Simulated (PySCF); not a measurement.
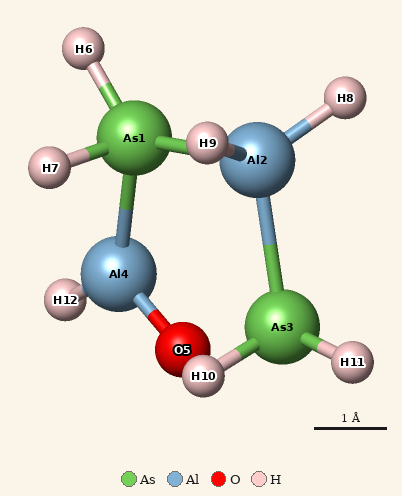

Figure 1. The structure as given in the input (ball-and-stick view, seen at a tilt; atoms are numbered from 1 in the order of the input). Sticks mark near contacts.

## Al2As2H7O: geometry relaxation (part 1 of 2)

System: Al2As2H7O, multiplicity 2.
Method: PBE0-D3(BJ)/def2-SVP geometry optimisation, gas phase (PySCF 2.14.0).

Input:
```
{"job": {"xc": "PBE0", "basis": "def2-SVP", "d3": "d3bj", "grid": 2, "kind": "geom", "shake": 0.01}, "charge": 0, "multiplicity": 2}
As     0.187999     1.472954    -0.687911
Al     1.539546    -0.586363    -0.514558
As    -0.177237    -1.951165     0.471779
Al    -2.078124     1.070826    -0.180728
O     -1.945762    -0.456274     0.441266
H      0.555861     2.814917    -1.270271
H      0.412578     2.003341     0.689795
H      1.951496    -1.049228    -1.938128
H      2.684365    -0.290029     0.521217
H     -0.164819    -1.608082     1.929413
H      0.476098    -3.319328     0.822303
H     -3.403511     1.870846    -0.267176
```

The first line tells a small driver script what to run in PySCF; the rest is the geometry in Å.

Hardware: 1 CPU thread, shared host.

Run as:
```bash
OMP_NUM_THREADS=1 python <driver script> task.json out
```

What the program printed:
```
step   0  E = -5034.40774511  max force = 0.022664
step   1  E = -5034.42145629  max force = 0.015739
step   2  E = -5034.38810548  max force = 0.101695
step   3  E = -5034.41798651  max force = 0.020815
step   4  E = -5034.42146735  max force = 0.015577
step   5  E = -5034.42222926  max force = 0.015156
step   6  E = -5034.42435153  max force = 0.012222
step   7  E = -5034.42658070  max force = 0.008575
step   8  E = -5034.42797267  max force = 0.006753
step   9  E = -5034.42866606  max force = 0.008035
step  10  E = -5034.42953219  max force = 0.004164
step  11  E = -5034.42999064  max force = 0.003308
step  12  E = -5034.43021928  max force = 0.002035
step  13  E = -5034.43013250  max force = 0.003474
step  14  E = -5034.43035215  max force = 0.001656
step  15  E = -5034.43041963  max force = 0.001658
step  16  E = -5034.43058060  max force = 0.001570
step  17  E = -5034.43067712  max force = 0.001121
step  18  E = -5034.43078901  max force = 0.001301
step  19  E = -5034.43089930  max force = 0.001272
step  20  E = -5034.43096377  max force = 0.000918
step  21  E = -5034.43099476  max force = 0.000817
step  22  E = -5034.43101367  max force = 0.000389
step  23  E = -5034.43103140  max force = 0.000344
step  24  E = -5034.43103903  max force = 0.000239
optimisation converged
```

Trajectory as extended XYZ (Å, eV, eV/Å), 25 frames, from step=0 to step=24:
```
12
Properties=species:S:1:pos:R:3:forces:R:3 step=0 energy=-136993.21253
As    0.1880    1.4729   -0.6879    0.3421   1.0143  -0.2421
Al    1.5395   -0.5864   -0.5146    0.9197  -0.0532  -0.2280
As   -0.1772   -1.9512    0.4718   -1.0303   0.3289   0.7070
Al   -2.0781    1.0708   -0.1807   -0.8021  -0.5933   0.0394
O    -1.9458   -0.4563    0.4413    0.5774  -1.1654   0.2022
H     0.5559    2.8149   -1.2703    0.1664  -0.1701  -0.3779
H     0.4126    2.0033    0.6898    0.0732   0.0396   0.5996
H     1.9515   -1.0492   -1.9381    0.0080  -0.1778  -0.5967
H     2.6844   -0.2900    0.5212    0.1736   0.1373   0.3075
H    -0.1648   -1.6081    1.9294   -0.0529   0.2445   0.1750
H     0.4761   -3.3193    0.8223   -0.1835  -0.0968  -0.4540
H    -3.4035    1.8708   -0.2672   -0.1915   0.4920  -0.1320
12
Properties=species:S:1:pos:R:3:forces:R:3 step=1 energy=-136993.58563
As    0.2155    1.4977   -0.6666    0.2682   0.7867   0.2391
Al    1.5958   -0.5753   -0.5345    0.8093  -0.2503  -0.2036
As   -0.2340   -1.8355    0.4798   -0.7626  -0.0770   0.5170
Al   -2.0678    0.9473   -0.1596   -0.6809  -0.4833   0.0525
O    -1.9366   -0.6061    0.4444    0.2824  -0.1568  -0.0780
H     0.5574    2.8419   -1.2594   -0.0085  -0.1603  -0.3157
H     0.4503    2.0149    0.7358    0.0034  -0.0761   0.2084
H     1.9738   -1.0319   -1.9960   -0.1020  -0.0684  -0.2515
H     2.7686   -0.3078    0.4988    0.0414   0.1421   0.1362
H    -0.1832   -1.4752    1.9406    0.0762   0.0846   0.0788
H     0.2958   -3.2728    0.8073    0.0476   0.0094  -0.2906
H    -3.3971    1.7751   -0.2733    0.0254   0.2493  -0.0926
12
Properties=species:S:1:pos:R:3:forces:R:3 step=2 energy=-136992.67811
As    0.2523    1.5508   -0.6626    0.3704   0.7193   0.3295
Al    1.5729   -0.5673   -0.5435    0.7910  -0.6494  -0.0540
As   -0.3430   -1.7166    0.4781    4.3914  -3.4901   0.2634
Al   -1.9913    0.8294   -0.1467   -0.8036   0.5703  -0.0587
O    -1.6743   -0.7198    0.4021   -5.2294   3.4659  -0.4728
H     0.5702    2.9058   -1.2428   -0.1608  -0.1608  -0.3286
H     0.4935    2.0511    0.7487   -0.0408  -0.1250   0.1400
H     1.9267   -1.0340   -2.0134   -0.0925  -0.0001  -0.2212
H     2.7588   -0.3527    0.4921    0.0628   0.2426   0.0649
H    -0.2602   -1.3515    1.9384    0.4139  -0.1930   0.4749
H     0.1161   -3.1798    0.7919    0.3161  -0.4681   0.0193
H    -3.3833    1.5568   -0.2251   -0.0187   0.0884  -0.1568
12
Properties=species:S:1:pos:R:3:forces:R:3 step=3 energy=-136993.49122
As    0.2338    1.5234   -0.6656    0.3125   0.7605   0.2907
Al    1.5857   -0.5713   -0.5391    0.7932  -0.4424  -0.1180
As   -0.2876   -1.7773    0.4775    0.3195  -0.7510   0.3174
Al   -2.0315    0.8899   -0.1525   -0.6953  -0.1172  -0.0287
O    -1.8094   -0.6641    0.4258   -1.0704   0.7668  -0.1555
H     0.5641    2.8731   -1.2518   -0.0917  -0.1611  -0.3177
H     0.4720    2.0326    0.7411   -0.0138  -0.0986   0.1793
H     1.9537   -1.0334   -2.0040   -0.1021  -0.0329  -0.2370
H     2.7648   -0.3295    0.4959    0.0534   0.1925   0.0983
H    -0.2228   -1.4135    1.9379    0.2104  -0.0450   0.1917
H     0.2078   -3.2274    0.8000    0.2680  -0.2560  -0.1252
H    -3.3922    1.6698   -0.2482    0.0163   0.1843  -0.0954
12
Properties=species:S:1:pos:R:3:forces:R:3 step=4 energy=-136993.58594
As    0.2246    1.5104   -0.6663    0.2870   0.7761   0.2648
Al    1.5911   -0.5733   -0.5368    0.8010  -0.3403  -0.1625
As   -0.2606   -1.8066    0.4784   -0.4036  -0.2923   0.4258
Al   -2.0500    0.9189   -0.1559   -0.6813  -0.3306   0.0164
O    -1.8738   -0.6355    0.4356   -0.2140   0.1981  -0.1100
H     0.5608    2.8573   -1.2557   -0.0481  -0.1606  -0.3167
H     0.4612    2.0237    0.7382   -0.0048  -0.0873   0.1939
H     1.9645   -1.0328   -1.9999   -0.1030  -0.0516  -0.2440
H     2.7670   -0.3185    0.4974    0.0461   0.1650   0.1176
H    -0.2032   -1.4443    1.9389    0.1364   0.0233   0.1193
H     0.2521   -3.2503    0.8037    0.1622  -0.1188  -0.2128
H    -3.3950    1.7232   -0.2605    0.0221   0.2190  -0.0918
12
Properties=species:S:1:pos:R:3:forces:R:3 step=5 energy=-136993.60667
As    0.2200    1.5053   -0.6646    0.2652   0.7607   0.2745
Al    1.5943   -0.5755   -0.5359    0.7793  -0.2948  -0.1835
As   -0.2499   -1.8201    0.4832   -0.5686  -0.1514   0.4418
Al   -2.0625    0.9320   -0.1588   -0.6457  -0.3990   0.0264
O    -1.9049   -0.6229    0.4361    0.0462   0.0164  -0.0770
H     0.5597    2.8500   -1.2569   -0.0287  -0.1550  -0.3119
H     0.4568    2.0191    0.7403   -0.0046  -0.0840   0.1811
H     1.9667   -1.0319   -2.0010   -0.1057  -0.0565  -0.2285
H     2.7705   -0.3159    0.4975    0.0354   0.1503   0.1178
H    -0.1890   -1.4580    1.9441    0.0924   0.0498   0.0842
H     0.2749   -3.2607    0.8036    0.1052  -0.0586  -0.2362
H    -3.3983    1.7511   -0.2706    0.0296   0.2221  -0.0888
12
Properties=species:S:1:pos:R:3:forces:R:3 step=6 energy=-136993.66442
As    0.2184    1.5105   -0.6507    0.2044   0.6285   0.3783
Al    1.6016   -0.5834   -0.5370    0.6242  -0.2671  -0.1835
As   -0.2579   -1.8191    0.5096   -0.3849  -0.0688   0.2638
Al   -2.0859    0.9307   -0.1667   -0.4568  -0.3540  -0.0128
O    -1.9216   -0.6291    0.4153    0.0497   0.0259   0.0217
H     0.5621    2.8489   -1.2529   -0.0281  -0.1254  -0.2833
H     0.4607    2.0168    0.7608   -0.0228  -0.0875   0.0816
H     1.9516   -1.0298   -2.0181   -0.1202  -0.0418  -0.1265
H     2.7891   -0.3286    0.4914   -0.0083   0.1301   0.0719
H    -0.1577   -1.4566    1.9713    0.0075   0.0434   0.0220
H     0.2876   -3.2606    0.7926    0.0790  -0.0461  -0.1611
H    -3.4097    1.7725   -0.2984    0.0562   0.1629  -0.0721
12
Properties=species:S:1:pos:R:3:forces:R:3 step=7 energy=-136993.72508
As    0.2203    1.5147   -0.6307    0.1332   0.3616   0.4410
Al    1.6292   -0.5940   -0.5356    0.3512  -0.1446  -0.1747
As   -0.2719   -1.8162    0.5171   -0.1621   0.0492   0.2181
Al   -2.1115    0.9095   -0.1613   -0.2310  -0.1999  -0.0388
O    -1.9625   -0.6343    0.4682    0.0931   0.0132  -0.0533
H     0.5618    2.8356   -1.2706   -0.0586  -0.0913  -0.2218
H     0.4614    2.0255    0.7831   -0.0267  -0.0710  -0.0213
H     1.9467   -1.0347   -2.0344   -0.1190  -0.0234  -0.0005
H     2.8228   -0.3256    0.4899   -0.0638   0.0741   0.0211
H    -0.1666   -1.4526    1.9805    0.0425  -0.0463  -0.0239
H     0.3109   -3.2547    0.7533   -0.0247   0.0046  -0.0926
H    -3.4021    1.7991   -0.3423    0.0659   0.0738  -0.0533
12
Properties=species:S:1:pos:R:3:forces:R:3 step=8 energy=-136993.76295
As    0.2302    1.5375   -0.5857    0.1097   0.1296   0.3473
Al    1.6343   -0.5992   -0.5360    0.1073  -0.0780  -0.0823
As   -0.2842   -1.7906    0.5607    0.1447  -0.1435  -0.1233
Al   -2.1153    0.8811   -0.1750   -0.0740   0.0167  -0.1022
O    -1.9627   -0.6603    0.4560   -0.0746   0.1183   0.0965
H     0.5576    2.8396   -1.2700   -0.0798  -0.0715  -0.1466
H     0.4673    2.0499    0.8236   -0.0093  -0.0073  -0.0054
H     1.8759   -1.0309   -2.0508   -0.0849  -0.0278   0.0071
H     2.8495   -0.3383    0.4631   -0.0297   0.0615   0.0077
H    -0.1209   -1.4644    2.0250   -0.0548  -0.0025   0.0299
H     0.2870   -3.2442    0.7233    0.0283  -0.0149   0.0088
H    -3.3802    1.7921   -0.4170    0.0172   0.0194  -0.0375
12
Properties=species:S:1:pos:R:3:forces:R:3 step=9 energy=-136993.78182
As    0.2396    1.5640   -0.5388    0.0152  -0.0824   0.2194
Al    1.6383   -0.6041   -0.5246   -0.1736   0.0156  -0.0120
As   -0.2963   -1.8093    0.5726    0.4132   0.1107  -0.0915
Al   -2.1192    0.8723   -0.1867    0.2077   0.1703  -0.0133
O    -1.8815   -0.5977    0.5733   -0.4006   0.0925  -0.0257
H     0.5407    2.8226   -1.3086   -0.0243  -0.0218  -0.0700
H     0.4704    2.1147    0.8546   -0.0088   0.0431  -0.0477
H     1.8035   -1.0256   -2.0528   -0.0153  -0.0170   0.0161
H     2.8645   -0.3340    0.4569   -0.0102   0.0103  -0.0110
H    -0.1306   -1.5343    2.0469    0.0224  -0.0905   0.0180
H     0.2806   -3.2647    0.6578   -0.0053  -0.1520   0.0453
H    -3.3716    1.7686   -0.5335   -0.0206  -0.0786  -0.0276
12
Properties=species:S:1:pos:R:3:forces:R:3 step=10 energy=-136993.80539
As    0.2508    1.5706   -0.5207    0.0279  -0.1043   0.2141
Al    1.6444   -0.5972   -0.5250   -0.1232   0.0729  -0.0055
As   -0.2803   -1.7927    0.5827    0.1534  -0.0353  -0.0454
Al   -2.1029    0.8571   -0.1780    0.0735   0.1876  -0.0387
O    -1.9416   -0.5996    0.6278   -0.0455  -0.0174  -0.0330
H     0.5349    2.8254   -1.3034   -0.0418  -0.0416  -0.0778
H     0.4771    2.1392    0.8643    0.0043   0.0334  -0.0223
H     1.7693   -1.0216   -2.0554   -0.0059  -0.0206   0.0142
H     2.8809   -0.3242    0.4410    0.0073  -0.0039  -0.0155
H    -0.1080   -1.5590    2.0628    0.0095  -0.0519   0.0079
H     0.2478   -3.2709    0.6304   -0.0286   0.0315   0.0202
H    -3.3340    1.7452   -0.6095   -0.0309  -0.0502  -0.0184
12
Properties=species:S:1:pos:R:3:forces:R:3 step=11 energy=-136993.81787
As    0.2611    1.5849   -0.4914    0.0073  -0.0357   0.1701
Al    1.6334   -0.5866   -0.5183   -0.0609   0.0399   0.0144
As   -0.2708   -1.7887    0.5968    0.0759  -0.0674  -0.0385
Al   -2.0850    0.8619   -0.1707    0.0191   0.1045  -0.0567
O    -1.9204   -0.5843    0.6560   -0.0566   0.0224   0.0010
H     0.5260    2.8218   -1.3084   -0.0192  -0.0465  -0.0712
H     0.4888    2.1859    0.8777    0.0173   0.0266  -0.0101
H     1.7140   -1.0157   -2.0494    0.0101  -0.0077  -0.0081
H     2.8891   -0.3187    0.4226    0.0225  -0.0057  -0.0177
H    -0.0944   -1.6071    2.0831   -0.0045  -0.0152   0.0092
H     0.2184   -3.2774    0.6037    0.0138   0.0121   0.0046
H    -3.3219    1.6964   -0.6847   -0.0249  -0.0274   0.0028
12
Properties=species:S:1:pos:R:3:forces:R:3 step=12 energy=-136993.82409
As    0.2669    1.5955   -0.4643   -0.0300   0.0713   0.1047
Al    1.6238   -0.5734   -0.5031   -0.0009   0.0075  -0.0021
As   -0.2597   -1.7941    0.6077   -0.0467   0.0301   0.0213
Al   -2.0755    0.8752   -0.1661    0.0139  -0.0327  -0.0146
O    -1.8897   -0.5399    0.7125   -0.0297  -0.0219  -0.0175
H     0.5169    2.8072   -1.3225    0.0223  -0.0479  -0.0749
H     0.4993    2.2416    0.8814    0.0178   0.0130   0.0082
H     1.6655   -1.0070   -2.0347    0.0252   0.0059  -0.0188
H     2.9000   -0.3091    0.4101    0.0229  -0.0133  -0.0134
H    -0.0874   -1.6767    2.0999   -0.0022   0.0110   0.0101
H     0.1990   -3.2871    0.5590    0.0174  -0.0209  -0.0211
H    -3.3206    1.6401   -0.7628   -0.0099  -0.0020   0.0182
12
Properties=species:S:1:pos:R:3:forces:R:3 step=13 energy=-136993.82173
As    0.2797    1.6170   -0.4328   -0.0240   0.0635   0.0681
Al    1.6164   -0.5597   -0.4933    0.0208  -0.0343   0.0241
As   -0.2691   -1.7741    0.6170    0.0863  -0.1227   0.0089
Al   -2.0520    0.8506   -0.1563   -0.0484   0.0551  -0.0270
O    -1.8675   -0.5477    0.7513   -0.1787   0.1257  -0.0058
H     0.5125    2.7948   -1.3417    0.0049  -0.0438  -0.0461
H     0.5196    2.3034    0.8909    0.0093   0.0043  -0.0091
H     1.6184   -0.9895   -2.0280    0.0295   0.0234  -0.0155
H     2.9148   -0.3119    0.3931    0.0209  -0.0097  -0.0178
H    -0.0997   -1.7028    2.1125    0.0226  -0.0064   0.0028
H     0.1618   -3.2724    0.5194    0.0629  -0.0569  -0.0022
H    -3.2964    1.5647   -0.8149   -0.0062   0.0018   0.0195
```
